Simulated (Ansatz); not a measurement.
A series of calculations on C₂H₇BOS

## 1. Relaxation

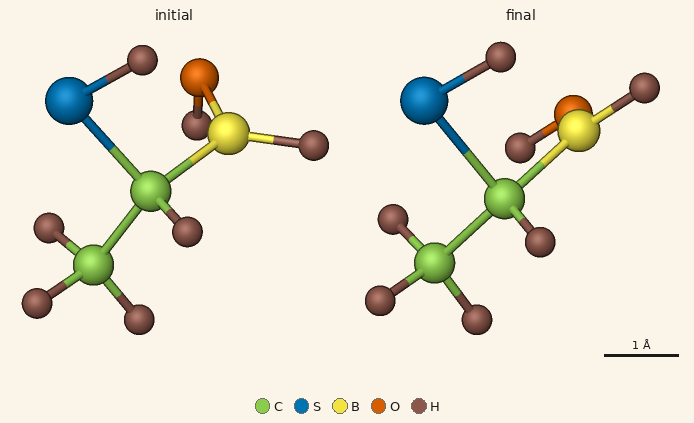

The structure of C₂H₇BOS before (left) and after (right) a relaxation, at one scale.

Style: ball-and-stick. Shown from a free direction.

The run prepares an end point of a later path (hydrogen shift) calculation, from a guessed geometry.

The calculation used RKS PBE/6-31G (Ansatz 0.2.0).

The input:
```yaml
crystal:
  periodic: [false, false, false]
  atoms:
    - { symbol: C, position_ang: [-0.7428, 0.4905, 1.0534] }
    - { symbol: C, position_ang: [0.3824, -0.2138, 0.4171] }
    - { symbol: S, position_ang: [1.7993, 0.8925, 0.2974] }
    - { symbol: B, position_ang: [0.0891, -0.7416, -1.0415] }
    - { symbol: O, position_ang: [-0.344, 0.1703, -2.1235] }
    - { symbol: H, position_ang: [-0.5208, 0.8914, 2.0624] }
    - { symbol: H, position_ang: [-1.037, 1.427, 0.4367] }
    - { symbol: H, position_ang: [-1.6363, -0.1169, 1.116] }
    - { symbol: H, position_ang: [0.6488, -1.06, 1.1061] }
    - { symbol: H, position_ang: [2.7087, -0.1519, -0.0252] }
    - { symbol: H, position_ang: [0.0412, -1.9119, -1.2384] }
    - { symbol: H, position_ang: [-1.3117, 0.2692, -2.0266] }
basis:
  gaussian: { orbitals: "6-31G" }
hamiltonian:
  xc: pbe
relax:
  f_tol: 0.02
  max_steps: 50
```

Launched with:
```bash
ansatz run input.yaml --threads 1 --pin off --max-ram 2048MiB --backend cpu --events-out ev --progress --plain --runs-dir out
```

**Describe what moved and what it gained.**

The atom that moves furthest after the best rigid fit is H11 (0.90 Å). Largest moves by element: H 0.90 Å, O 0.63 Å, S 0.20 Å, C 0.15 Å, B 0.07 Å. Near-neighbour distances that change, for instance: C2–S3 1.802 → 1.955 Å, B4–O5 1.480 → 1.384 Å, C1–C2 1.472 → 1.532 Å, C1–H7 1.159 → 1.106 Å. Among the angles between lasting bonds that change: B4–O5–H12 106.2° → 117.0°, S3–C2–B4 106.9° → 101.2°, C1–C2–H9 106.1° → 110.7°. Groups turn about B4–O5 by about 90°, C2–B4 by about 45°. After 11 accepted moves (12 points after the start) the energy has fallen by 1.295 eV. Largest force component: 3 eV/Å at the start, 0.015 eV/Å at the end. The line search rejected the trial step at point 7 of the run. Cost: 84 s on 1 thread of AMD EPYC (Zen 3), on a shared host, peak memory 0.17 GiB.

Limits of the set-up: the basis has no polarisation functions, which atoms past neon need.

## 2. Relaxation

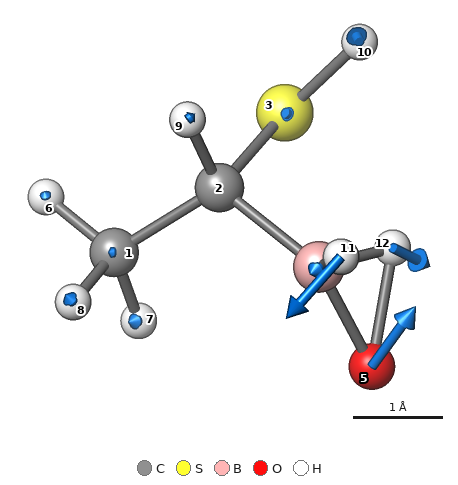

A relaxation of C₂H₇BOS. The starting structure is drawn; blue arrows show the displacements, at their true length. The two geometries are superimposed by the best rigid fit.

A ball-and-stick model, seen at a tilt.

The run prepares an end point of a later path (hydrogen shift) calculation, from a guessed geometry.

These are results of RKS PBE/6-31G (Ansatz), not measurements.

The input:
```yaml
crystal:
  periodic: [false, false, false]
  atoms:
    - { symbol: C, position_ang: [-0.7428, 0.4905, 1.0534] }
    - { symbol: C, position_ang: [0.3824, -0.2138, 0.4171] }
    - { symbol: S, position_ang: [1.7993, 0.8925, 0.2974] }
    - { symbol: B, position_ang: [0.0891, -0.7416, -1.0415] }
    - { symbol: O, position_ang: [-0.344, 0.1703, -2.1235] }
    - { symbol: H, position_ang: [-0.5208, 0.8914, 2.0624] }
    - { symbol: H, position_ang: [-1.037, 1.427, 0.4367] }
    - { symbol: H, position_ang: [-1.6363, -0.1169, 1.116] }
    - { symbol: H, position_ang: [0.6488, -1.06, 1.1061] }
    - { symbol: H, position_ang: [2.7087, -0.1519, -0.0252] }
    - { symbol: H, position_ang: [0.0412, -1.9119, -1.2384] }
    - { symbol: H, position_ang: [0.89314, -0.10395, -1.60348] }
basis:
  gaussian: { orbitals: "6-31G" }
hamiltonian:
  xc: pbe
relax:
  f_tol: 0.02
  max_steps: 50
output:
  orbitals: {}
```

Run as
```bash
ansatz run input.yaml --threads 1 --pin off --max-ram 2048MiB --backend cpu --events-out ev --progress --plain --runs-dir out
```

> Describe the change and its energy.

The largest move after the best rigid fit is that of H11, 0.95 Å. By element the largest moves are H 0.95 Å, O 0.91 Å, B 0.19 Å, S 0.15 Å, C 0.08 Å. Some distances before and after: B4–H12 1.170 → 1.987 Å, O5–H12 1.370 → 1.000 Å, C2–S3 1.802 → 1.949 Å, B4–O5 1.480 → 1.374 Å. Bonds break, among them: B4–H12 (1.17 → 1.99 Å). Bond angles that change, for instance: H6–C1–H7 104.1° → 108.2°, S3–C2–B4 106.9° → 110.9°, C2–C1–H8 112.8° → 109.4°. Groups turn about B4–O5 by about 75°, C2–B4 by about 50°. Over 15 geometry steps the energy falls by 94.4 kcal/mol. The largest force component goes from 4.8 to 0.018 eV/Å. The run took 91 s on 1 thread of AMD EPYC (Zen 3), on a shared host, peak memory 0.17 GiB.

Limits of the set-up: the basis has no polarisation functions, which atoms past neon need.

## 3. Path

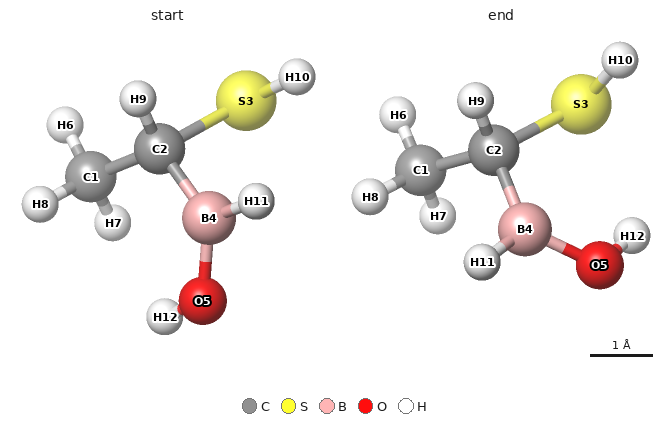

The two relaxed end points of a path for C₂H₇BOS. Style: ball-and-stick. Shown at a tilt.

Computed with Ansatz, RKS PBE/6-31G.

Settings: 5 movable images; climbing image; force threshold 0.05 eV/Å; iteration limit 60.

Start:
```xyz
12

C    -0.8169    0.6161    0.9892
C     0.2723   -0.3066    0.4333
S     1.9239    0.7358    0.3455
B     0.1298   -0.7842   -1.0705
O    -0.7879   -0.2509   -1.9582
H    -0.5687    0.9867    1.9977
H    -0.9734    1.5026    0.3460
H    -1.7729    0.0653    1.0589
H     0.4764   -1.1342    1.1333
H     2.7402   -0.3011   -0.0962
H     0.8361   -1.6435   -1.5289
H    -1.3822    0.4587   -1.6163
```

End:
```xyz
12

C    -0.8604    0.4412    1.1906
C     0.2434   -0.2261    0.3440
S     1.6034    1.1204   -0.0226
B    -0.3353   -0.8315   -1.0074
O    -0.0315   -0.3065   -2.2402
H    -0.4614    0.8223    2.1449
H    -1.3301    1.2825    0.6523
H    -1.6506   -0.2981    1.4115
H     0.7442   -1.0014    0.9525
H     2.6585    0.2340   -0.2170
H    -1.0995   -1.7625   -0.9908
H     0.5962    0.4704   -2.1841
```

### What barrier does the band find between them, and by what path?

The energy climbs by 0.032 eV to image 2 and then falls by 0.135 eV, so the end point sits at −0.103 eV. No bond forms or breaks between the ends. Among the angles between lasting bonds that change up to the highest image: S3–C2–B4 101.2° → 105.4°. The band converged in 10 iterations. The largest component of the band force went from 5 to 0.022 eV/Å. The climbing image converged on the top of the path. Its vibrational analysis gives one imaginary mode (118i cm⁻¹), as a transition state must have.

Energies of the converged images:

| image | path (Å) | E (eV) |
| --- | --- | --- |
| 0 | 0.00 | 0.000 |
| 1 | 0.63 | 0.016 |
| 2 | 1.27 | 0.032 |
| 3 | 1.85 | 0.011 |
| 4 | 2.44 | -0.039 |
| 5 | 3.02 | -0.086 |
| 6 | 3.61 | -0.103 |

The geometry at the top of the path:

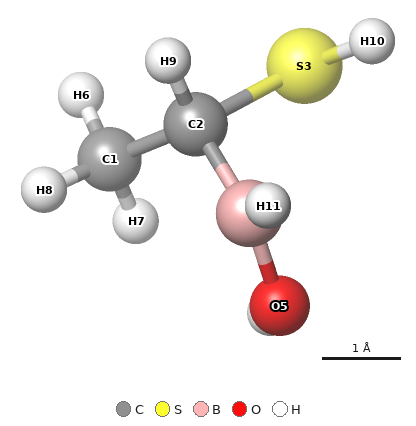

Limits of the set-up: the basis has no polarisation functions, which atoms past neon need.

The run took 4.9 min on 1 thread of AMD EPYC (Zen 3), on a shared host, peak memory 0.13 GiB.
